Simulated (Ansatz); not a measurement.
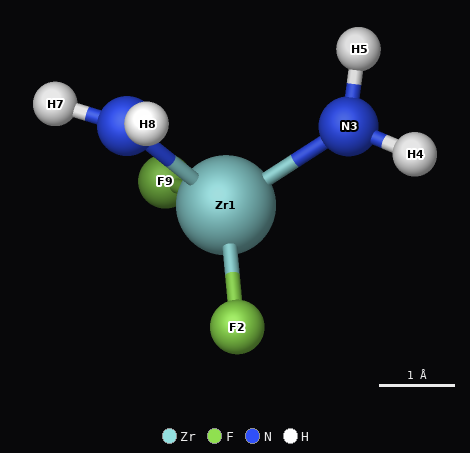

**Figure 1.** The input geometry (ball-and-stick view, seen at a tilt; atoms are numbered from 1 in the order of the input). Sticks mark near contacts.

ZrN$_{2}$H$_{4}$F$_{2}$: molecular dynamics (part 1 of 4)

- system: ZrN$_{2}$H$_{4}$F$_{2}$
- method: RKS r2SCAN/def2-SVP (Ansatz 0.2.0)

It belongs to a series of runs on one base structure; here: dynamics from the last frame of an earlier run. Figures and captions count atoms from 1; the log counts them from 0 in places.

### What the program printed
```
Engine: ansatz 0.2.0, x86_64-unknown-linux-gnu
Functional definition: r2SCAN
  parameter k0 = 0.174
  parameter k1 = 0.065
  parameter a1 = 4.9479
  exchange = r2scan_x(k0 = k0, k1 = k1, a1 = a1)
  correlation = r2scan_c
1150 factors; their error is unknown
mean field evaluation 1: about -9738.2102 eV, gradient 9.6e1 eV
mean field evaluation 2: about -9589.2489 eV, gradient 2.5e2 eV
mean field evaluation 4: about -9755.8183 eV, gradient 1.1e1 eV
mean field evaluation 8: about -9756.0975 eV, gradient 2.9e-1 eV
mean field evaluation 16: about -9756.0496 eV, gradient 1.8e-3 eV
mean field -9756.04956736 eV, -358.5282087125 hartree, gradient 1.0e-5 eV, S^2 0.000000; 0 other end points of the search recorded, 0 dependent functions left out
the calculation of the forces begins
reference -9756.04959978 eV, -358.5282099038 hartree; 24, 24 occupied and 83, 83 virtual orbitals, 1150 factors
md step     0: t =     0.00 fs  T =    44.4 K  F+E_penalty+E_count = -9756.04956736 eV  E_kin = 0.051704 eV  (30 SCF iters)
these checks for a lower state are left out or cut short: starts, cluster_reference, orbital_swaps, neighbouring_geometries, increment
1150 factors; their error is unknown
mean field -9756.05388376 eV, -358.5283673374 hartree, gradient 9.9e-6 eV, S^2 0.000000; 0 other end points of the search recorded, 0 dependent functions left out
the calculation of the forces begins
reference -9756.05391618 eV, -358.5283685287 hartree; 24, 24 occupied and 83, 83 virtual orbitals, 1150 factors
md step     1: t =     0.50 fs  T =    49.6 K  F+E_penalty+E_count = -9756.05388376 eV  E_kin = 0.057730 eV  (32 SCF iters)
[... from here on the SCF iterations and repeated set-up lines of each step are left out, up to the last step ...]
md step     2: t =     1.00 fs  T =    53.5 K  F+E_penalty+E_count = -9756.05989939 eV  E_kin = 0.062249 eV  (32 SCF iters)
md step     3: t =     1.50 fs  T =    57.8 K  F+E_penalty+E_count = -9756.06520915 eV  E_kin = 0.067193 eV  (32 SCF iters)
md step     4: t =     2.00 fs  T =    61.9 K  F+E_penalty+E_count = -9756.06820656 eV  E_kin = 0.072056 eV  (32 SCF iters)
md step     5: t =     2.50 fs  T =    62.2 K  F+E_penalty+E_count = -9756.06824927 eV  E_kin = 0.072405 eV  (32 SCF iters)
md step     6: t =     3.00 fs  T =    60.8 K  F+E_penalty+E_count = -9756.06617603 eV  E_kin = 0.070698 eV  (32 SCF iters)
md step     7: t =     3.50 fs  T =    59.5 K  F+E_penalty+E_count = -9756.06409681 eV  E_kin = 0.069191 eV  (32 SCF iters)
md step     8: t =     4.00 fs  T =    58.9 K  F+E_penalty+E_count = -9756.06430296 eV  E_kin = 0.068477 eV  (32 SCF iters)
md step     9: t =     4.50 fs  T =    63.4 K  F+E_penalty+E_count = -9756.06845332 eV  E_kin = 0.073702 eV  (32 SCF iters)
md step    10: t =     5.00 fs  T =    69.1 K  F+E_penalty+E_count = -9756.07615855 eV  E_kin = 0.080403 eV  (32 SCF iters)
md step    11: t =     5.50 fs  T =    75.6 K  F+E_penalty+E_count = -9756.08487458 eV  E_kin = 0.087969 eV  (32 SCF iters)
md step    12: t =     6.00 fs  T =    80.5 K  F+E_penalty+E_count = -9756.09139044 eV  E_kin = 0.093613 eV  (32 SCF iters)
md step    13: t =     6.50 fs  T =    81.5 K  F+E_penalty+E_count = -9756.09334662 eV  E_kin = 0.094837 eV  (32 SCF iters)
md step    14: t =     7.00 fs  T =    79.8 K  F+E_penalty+E_count = -9756.09037202 eV  E_kin = 0.092824 eV  (32 SCF iters)
md step    15: t =     7.50 fs  T =    74.1 K  F+E_penalty+E_count = -9756.08414227 eV  E_kin = 0.086254 eV  (32 SCF iters)
md step    16: t =     8.00 fs  T =    68.5 K  F+E_penalty+E_count = -9756.07753607 eV  E_kin = 0.079698 eV  (32 SCF iters)
md step    17: t =     8.50 fs  T =    64.5 K  F+E_penalty+E_count = -9756.07313003 eV  E_kin = 0.075014 eV  (32 SCF iters)
md step    18: t =     9.00 fs  T =    63.1 K  F+E_penalty+E_count = -9756.07202181 eV  E_kin = 0.073349 eV  (31 SCF iters)
md step    19: t =     9.50 fs  T =    63.2 K  F+E_penalty+E_count = -9756.07361945 eV  E_kin = 0.073562 eV  (32 SCF iters)
md step    20: t =    10.00 fs  T =    66.0 K  F+E_penalty+E_count = -9756.07642071 eV  E_kin = 0.076727 eV  (32 SCF iters)
md step    21: t =    10.50 fs  T =    68.1 K  F+E_penalty+E_count = -9756.07883106 eV  E_kin = 0.079236 eV  (32 SCF iters)
md step    22: t =    11.00 fs  T =    68.7 K  F+E_penalty+E_count = -9756.07948717 eV  E_kin = 0.079868 eV  (32 SCF iters)
md step    23: t =    11.50 fs  T =    66.6 K  F+E_penalty+E_count = -9756.07804662 eV  E_kin = 0.077441 eV  (32 SCF iters)
md step    24: t =    12.00 fs  T =    64.8 K  F+E_penalty+E_count = -9756.07543029 eV  E_kin = 0.075429 eV  (32 SCF iters)
md step    25: t =    12.50 fs  T =    62.1 K  F+E_penalty+E_count = -9756.07311693 eV  E_kin = 0.072253 eV  (32 SCF iters)
md step    26: t =    13.00 fs  T =    61.9 K  F+E_penalty+E_count = -9756.07307631 eV  E_kin = 0.072057 eV  (32 SCF iters)
md step    27: t =    13.50 fs  T =    64.2 K  F+E_penalty+E_count = -9756.07677796 eV  E_kin = 0.074696 eV  (32 SCF iters)
md step    28: t =    14.00 fs  T =    70.1 K  F+E_penalty+E_count = -9756.08443247 eV  E_kin = 0.081543 eV  (32 SCF iters)
md step    29: t =    14.50 fs  T =    78.5 K  F+E_penalty+E_count = -9756.09431251 eV  E_kin = 0.091333 eV  (32 SCF iters)
md step    30: t =    15.00 fs  T =    87.3 K  F+E_penalty+E_count = -9756.10365833 eV  E_kin = 0.101574 eV  (32 SCF iters)
md step    31: t =    15.50 fs  T =    92.4 K  F+E_penalty+E_count = -9756.11012098 eV  E_kin = 0.107439 eV  (32 SCF iters)
md step    32: t =    16.00 fs  T =    95.8 K  F+E_penalty+E_count = -9756.11254938 eV  E_kin = 0.111463 eV  (32 SCF iters)
md step    33: t =    16.50 fs  T =    95.2 K  F+E_penalty+E_count = -9756.11141605 eV  E_kin = 0.110756 eV  (32 SCF iters)
md step    34: t =    17.00 fs  T =    92.9 K  F+E_penalty+E_count = -9756.10875210 eV  E_kin = 0.108031 eV  (32 SCF iters)
md step    35: t =    17.50 fs  T =    89.9 K  F+E_penalty+E_count = -9756.10690592 eV  E_kin = 0.104630 eV  (32 SCF iters)
md step    36: t =    18.00 fs  T =    89.9 K  F+E_penalty+E_count = -9756.10713875 eV  E_kin = 0.104606 eV  (32 SCF iters)
md step    37: t =    18.50 fs  T =    92.8 K  F+E_penalty+E_count = -9756.10946546 eV  E_kin = 0.107955 eV  (32 SCF iters)
md step    38: t =    19.00 fs  T =    95.5 K  F+E_penalty+E_count = -9756.11296495 eV  E_kin = 0.111077 eV  (32 SCF iters)
md step    39: t =    19.50 fs  T =    98.8 K  F+E_penalty+E_count = -9756.11633479 eV  E_kin = 0.114979 eV  (32 SCF iters)
md step    40: t =    20.00 fs  T =   100.1 K  F+E_penalty+E_count = -9756.11846444 eV  E_kin = 0.116402 eV  (32 SCF iters)
md step    41: t =    20.50 fs  T =    99.7 K  F+E_penalty+E_count = -9756.11852583 eV  E_kin = 0.115986 eV  (32 SCF iters)
md step    42: t =    21.00 fs  T =    98.1 K  F+E_penalty+E_count = -9756.11645810 eV  E_kin = 0.114071 eV  (32 SCF iters)
md step    43: t =    21.50 fs  T =    96.0 K  F+E_penalty+E_count = -9756.11329784 eV  E_kin = 0.111710 eV  (32 SCF iters)
md step    44: t =    22.00 fs  T =    93.1 K  F+E_penalty+E_count = -9756.11087343 eV  E_kin = 0.108336 eV  (32 SCF iters)
md step    45: t =    22.50 fs  T =    93.8 K  F+E_penalty+E_count = -9756.11124354 eV  E_kin = 0.109132 eV  (32 SCF iters)
md step    46: t =    23.00 fs  T =    97.1 K  F+E_penalty+E_count = -9756.11555087 eV  E_kin = 0.113004 eV  (32 SCF iters)
md step    47: t =    23.50 fs  T =   103.1 K  F+E_penalty+E_count = -9756.12335858 eV  E_kin = 0.119926 eV  (32 SCF iters)
md step    48: t =    24.00 fs  T =   111.3 K  F+E_penalty+E_count = -9756.13282676 eV  E_kin = 0.129479 eV  (32 SCF iters)
md step    49: t =    24.50 fs  T =   119.0 K  F+E_penalty+E_count = -9756.14156845 eV  E_kin = 0.138453 eV  (32 SCF iters)
md step    50: t =    25.00 fs  T =   125.1 K  F+E_penalty+E_count = -9756.14805976 eV  E_kin = 0.145583 eV  (32 SCF iters)
md step    51: t =    25.50 fs  T =   128.2 K  F+E_penalty+E_count = -9756.15219467 eV  E_kin = 0.149196 eV  (32 SCF iters)
md step    52: t =    26.00 fs  T =   129.9 K  F+E_penalty+E_count = -9756.15508184 eV  E_kin = 0.151089 eV  (32 SCF iters)
md step    53: t =    26.50 fs  T =   131.2 K  F+E_penalty+E_count = -9756.15813244 eV  E_kin = 0.152591 eV  (32 SCF iters)
md step    54: t =    27.00 fs  T =   133.2 K  F+E_penalty+E_count = -9756.16217420 eV  E_kin = 0.154918 eV  (32 SCF iters)
md step    55: t =    27.50 fs  T =   137.4 K  F+E_penalty+E_count = -9756.16739665 eV  E_kin = 0.159820 eV  (32 SCF iters)
md step    56: t =    28.00 fs  T =   142.9 K  F+E_penalty+E_count = -9756.17314417 eV  E_kin = 0.166259 eV  (32 SCF iters)
md step    57: t =    28.50 fs  T =   147.3 K  F+E_penalty+E_count = -9756.17807227 eV  E_kin = 0.171398 eV  (32 SCF iters)
md step    58: t =    29.00 fs  T =   150.2 K  F+E_penalty+E_count = -9756.18101936 eV  E_kin = 0.174724 eV  (31 SCF iters)
md step    59: t =    29.50 fs  T =   149.7 K  F+E_penalty+E_count = -9756.18125790 eV  E_kin = 0.174183 eV  (32 SCF iters)
md step    60: t =    30.00 fs  T =   146.9 K  F+E_penalty+E_count = -9756.17886273 eV  E_kin = 0.170848 eV  (32 SCF iters)
md step    61: t =    30.50 fs  T =   143.4 K  F+E_penalty+E_count = -9756.17487056 eV  E_kin = 0.166794 eV  (32 SCF iters)
md step    62: t =    31.00 fs  T =   140.3 K  F+E_penalty+E_count = -9756.17103247 eV  E_kin = 0.163163 eV  (32 SCF iters)
md step    63: t =    31.50 fs  T =   139.9 K  F+E_penalty+E_count = -9756.16901199 eV  E_kin = 0.162707 eV  (32 SCF iters)
md step    64: t =    32.00 fs  T =   140.3 K  F+E_penalty+E_count = -9756.16970403 eV  E_kin = 0.163159 eV  (32 SCF iters)
md step    65: t =    32.50 fs  T =   141.0 K  F+E_penalty+E_count = -9756.17286213 eV  E_kin = 0.164031 eV  (32 SCF iters)
md step    66: t =    33.00 fs  T =   143.7 K  F+E_penalty+E_count = -9756.17708068 eV  E_kin = 0.167125 eV  (32 SCF iters)
md step    67: t =    33.50 fs  T =   145.8 K  F+E_penalty+E_count = -9756.18067528 eV  E_kin = 0.169571 eV  (32 SCF iters)
md step    68: t =    34.00 fs  T =   146.2 K  F+E_penalty+E_count = -9756.18256703 eV  E_kin = 0.170136 eV  (32 SCF iters)
md step    69: t =    34.50 fs  T =   144.8 K  F+E_penalty+E_count = -9756.18288448 eV  E_kin = 0.168418 eV  (32 SCF iters)
md step    70: t =    35.00 fs  T =   147.2 K  F+E_penalty+E_count = -9756.18327268 eV  E_kin = 0.171227 eV  (32 SCF iters)
md step    71: t =    35.50 fs  T =   147.5 K  F+E_penalty+E_count = -9756.18535225 eV  E_kin = 0.171574 eV  (32 SCF iters)
md step    72: t =    36.00 fs  T =   152.3 K  F+E_penalty+E_count = -9756.18983033 eV  E_kin = 0.177160 eV  (32 SCF iters)
md step    73: t =    36.50 fs  T =   156.7 K  F+E_penalty+E_count = -9756.19641135 eV  E_kin = 0.182313 eV  (32 SCF iters)
md step    74: t =    37.00 fs  T =   161.4 K  F+E_penalty+E_count = -9756.20414249 eV  E_kin = 0.187734 eV  (32 SCF iters)
md step    75: t =    37.50 fs  T =   169.6 K  F+E_penalty+E_count = -9756.21175603 eV  E_kin = 0.197293 eV  (32 SCF iters)
md step    76: t =    38.00 fs  T =   175.1 K  F+E_penalty+E_count = -9756.21815053 eV  E_kin = 0.203739 eV  (31 SCF iters)
md step    77: t =    38.50 fs  T =   179.1 K  F+E_penalty+E_count = -9756.22277171 eV  E_kin = 0.208338 eV  (32 SCF iters)
md step    78: t =    39.00 fs  T =   180.6 K  F+E_penalty+E_count = -9756.22550517 eV  E_kin = 0.210145 eV  (31 SCF iters)
md step    79: t =    39.50 fs  T =   181.8 K  F+E_penalty+E_count = -9756.22689339 eV  E_kin = 0.211497 eV  (32 SCF iters)
md step    80: t =    40.00 fs  T =   181.5 K  F+E_penalty+E_count = -9756.22780396 eV  E_kin = 0.211183 eV  (32 SCF iters)
md step    81: t =    40.50 fs  T =   181.9 K  F+E_penalty+E_count = -9756.22893426 eV  E_kin = 0.211620 eV  (32 SCF iters)
md step    82: t =    41.00 fs  T =   184.7 K  F+E_penalty+E_count = -9756.23057331 eV  E_kin = 0.214842 eV  (32 SCF iters)
md step    83: t =    41.50 fs  T =   185.8 K  F+E_penalty+E_count = -9756.23269021 eV  E_kin = 0.216139 eV  (32 SCF iters)
md step    84: t =    42.00 fs  T =   186.3 K  F+E_penalty+E_count = -9756.23479394 eV  E_kin = 0.216777 eV  (31 SCF iters)
md step    85: t =    42.50 fs  T =   188.0 K  F+E_penalty+E_count = -9756.23587749 eV  E_kin = 0.218763 eV  (31 SCF iters)
md step    86: t =    43.00 fs  T =   185.4 K  F+E_penalty+E_count = -9756.23529919 eV  E_kin = 0.215699 eV  (32 SCF iters)
md step    87: t =    43.50 fs  T =   183.9 K  F+E_penalty+E_count = -9756.23338614 eV  E_kin = 0.213944 eV  (32 SCF iters)
md step    88: t =    44.00 fs  T =   180.2 K  F+E_penalty+E_count = -9756.23135799 eV  E_kin = 0.209642 eV  (32 SCF iters)
md step    89: t =    44.50 fs  T =   180.6 K  F+E_penalty+E_count = -9756.23067934 eV  E_kin = 0.210051 eV  (32 SCF iters)
md step    90: t =    45.00 fs  T =   180.7 K  F+E_penalty+E_count = -9756.23220292 eV  E_kin = 0.210180 eV  (32 SCF iters)
md step    91: t =    45.50 fs  T =   185.0 K  F+E_penalty+E_count = -9756.23569641 eV  E_kin = 0.215270 eV  (32 SCF iters)
md step    92: t =    46.00 fs  T =   188.9 K  F+E_penalty+E_count = -9756.24020393 eV  E_kin = 0.219752 eV  (32 SCF iters)
md step    93: t =    46.50 fs  T =   192.8 K  F+E_penalty+E_count = -9756.24467971 eV  E_kin = 0.224249 eV  (32 SCF iters)
md step    94: t =    47.00 fs  T =   195.6 K  F+E_penalty+E_count = -9756.24856003 eV  E_kin = 0.227543 eV  (32 SCF iters)
md step    95: t =    47.50 fs  T =   198.3 K  F+E_penalty+E_count = -9756.25162312 eV  E_kin = 0.230708 eV  (32 SCF iters)
md step    96: t =    48.00 fs  T =   199.9 K  F+E_penalty+E_count = -9756.25411644 eV  E_kin = 0.232517 eV  (32 SCF iters)
md step    97: t =    48.50 fs  T =   201.2 K  F+E_penalty+E_count = -9756.25653145 eV  E_kin = 0.234119 eV  (32 SCF iters)
md step    98: t =    49.00 fs  T =   202.6 K  F+E_penalty+E_count = -9756.25933465 eV  E_kin = 0.235745 eV  (30 SCF iters)
md step    99: t =    49.50 fs  T =   206.6 K  F+E_penalty+E_count = -9756.26278279 eV  E_kin = 0.240323 eV  (32 SCF iters)
these checks for a lower state are left out or cut short: starts, cluster_reference, orbital_swaps, neighbouring_geometries, increment
1150 factors; their error is unknown
mean field -9756.26674301 eV, -358.5361897703 hartree, gradient 9.6e-6 eV, S^2 0.000000; 0 other end points of the search recorded, 0 dependent functions left out
the calculation of the forces begins
reference -9756.26677616 eV, -358.5361909888 hartree; 24, 24 occupied and 83, 83 virtual orbitals, 1150 factors
1150 factors; their error is unknown
mean field evaluation 832: about -9604.5351 eV, gradient 2.4e2 eV
mean field -9756.26674301 eV, -358.5361897703 hartree, gradient 1.2e-5 eV, S^2 0.000000; 1 other end points of the search recorded, 0 dependent functions left out
the calculation of the forces begins
reference -9756.26677616 eV, -358.5361909888 hartree; 24, 24 occupied and 83, 83 virtual orbitals, 1150 factors
md step   100: t =    50.00 fs  T =   210.0 K  F+E_penalty+E_count = -9756.26674301 eV  E_kin = 0.244286 eV  (31 SCF iters)
```

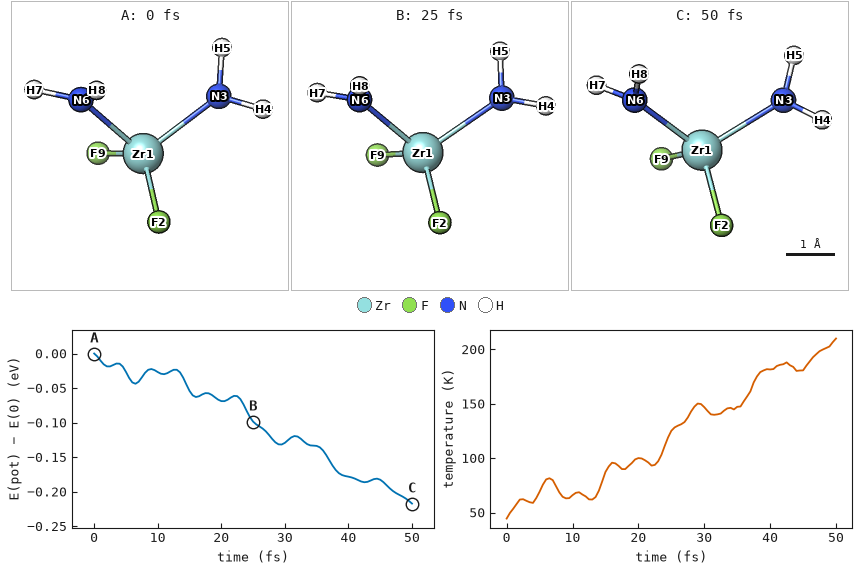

**Figure 2.** Frames of the molecular dynamics (ball-and-stick, seen at a tilt) above the curves, on which the letters mark them. The trajectory kept here has 101 frames over 50 fs. The temperature starts at 44 K, ranges from 44 to 210 K and averages 166 K over the second half. The potential energy ends 0.217 eV below its first value. After an unweighted best fit of the last frame on the first, the root-mean-square displacement is 0.23 Å, and H8 has moved furthest (0.43 Å).

```
Total energy: -9756.26677616 eV, -358.5361909888 hartree
Atom 0 at     0.023209    -0.001550     0.003784 Å, force    -0.203976     0.246484     0.336274 eV/Å
Atom 1 at     0.241355     0.069005     1.917087 Å, force     0.020887    -0.067008    -0.080986 eV/Å
Atom 2 at     1.921397     0.113632    -0.706348 Å, force     0.410531    -0.024818     1.092162 eV/Å
Atom 3 at     2.700880     0.168414    -0.020492 Å, force    -0.491320    -0.064790    -0.536176 eV/Å
Atom 4 at     2.299639     0.285030    -1.620489 Å, force     0.263754     0.049865    -0.620468 eV/Å
Atom 5 at    -1.004206     1.627188    -0.636318 Å, force     0.526495     0.507837    -0.075917 eV/Å
Atom 6 at    -1.800382     1.486933    -1.252978 Å, force    -0.209788     0.153364    -0.070547 eV/Å
Atom 7 at    -0.680443     2.606004    -0.702780 Å, force    -0.322003    -0.560339     0.045842 eV/Å
Atom 8 at    -1.090119    -1.375242    -0.735227 Å, force     0.005420    -0.240594    -0.090185 eV/Å
Dipole moment:     0.312080     0.352647    -0.386102 e Å
```

### Trajectory as extended XYZ (Å, eV, eV/Å), 81 of the 101 frames kept, from step=0 to step=100
```
9
Properties=species:S:1:pos:R:3:forces:R:3 step=0 time_fs=0.0 energy=-9756.04957 temperature=44.4
Zr    0.0270   -0.0833    0.0434   -0.3401   0.8969  -0.3542
F     0.1978    0.3183    1.9271   -0.0001  -0.4189   0.0896
N     1.8723    0.2400   -0.7233    0.8767   0.1588  -1.1908
H     2.7582    0.1835   -0.2205   -0.0112  -0.0422   0.2088
H     2.1426    0.5283   -1.6949   -0.5356  -0.3620   1.0001
N    -0.8631    1.5699   -0.6911   -0.4575  -0.6684  -0.0573
H    -1.7958    1.7591   -1.0762    0.4869   0.0598   0.1694
H    -0.3748    2.4015   -0.3952   -0.0464   0.7350  -0.0571
F    -1.1241   -1.3439   -0.8520    0.0272  -0.3590   0.1915
9
Properties=species:S:1:pos:R:3:forces:R:3 step=1 time_fs=0.5 energy=-9756.05388 temperature=49.6
Zr    0.0269   -0.0834    0.0433   -0.3058   0.9020  -0.3535
F     0.1986    0.3181    1.9272   -0.0044  -0.4195   0.0815
N     1.8737    0.2408   -0.7230    1.0142   0.1170  -1.0004
H     2.7655    0.1840   -0.2198   -0.2141  -0.0289   0.0892
H     2.1396    0.5278   -1.6940   -0.5010  -0.3379   0.9335
N    -0.8636    1.5697   -0.6916   -0.2713  -0.5491   0.0405
H    -1.7964    1.7539   -1.0732    0.4044   0.0967   0.1349
H    -0.3772    2.4043   -0.3868   -0.1523   0.5756  -0.1181
F    -1.1249   -1.3435   -0.8522    0.0303  -0.3560   0.1923
9
Properties=species:S:1:pos:R:3:forces:R:3 step=2 time_fs=1.0 energy=-9756.05990 temperature=53.5
Zr    0.0268   -0.0835    0.0432   -0.2674   0.9078  -0.3518
F     0.1993    0.3178    1.9273   -0.0087  -0.4203   0.0730
N     1.8752    0.2417   -0.7229    1.0980   0.0455  -0.7192
H     2.7723    0.1845   -0.2190   -0.3971  -0.0162  -0.0201
H     2.1352    0.5265   -1.6908   -0.4361  -0.2840   0.7664
N    -0.8641    1.5694   -0.6921   -0.0341  -0.3964   0.1655
H    -1.7961    1.7489   -1.0700    0.2817   0.1361   0.0842
H    -0.3799    2.4084   -0.3787   -0.2702   0.3799  -0.1913
F    -1.1258   -1.3431   -0.8523    0.0339  -0.3524   0.1934
9
Properties=species:S:1:pos:R:3:forces:R:3 step=4 time_fs=2.0 energy=-9756.06821 temperature=61.9
Zr    0.0265   -0.0835    0.0430   -0.1809   0.9184  -0.3470
F     0.2007    0.3172    1.9276   -0.0168  -0.4226   0.0540
N     1.8789    0.2435   -0.7231    1.0545  -0.1656   0.0249
H     2.7824    0.1854   -0.2178   -0.6297   0.0034  -0.1717
H     2.1230    0.5219   -1.6800   -0.2379  -0.1040   0.1859
N    -0.8652    1.5686   -0.6930    0.4695  -0.0684   0.4348
H    -1.7940    1.7399   -1.0632   -0.0185   0.2056  -0.0383
H    -0.3876    2.4190   -0.3643   -0.4832  -0.0235  -0.3392
F    -1.1276   -1.3424   -0.8526    0.0430  -0.3432   0.1965
```
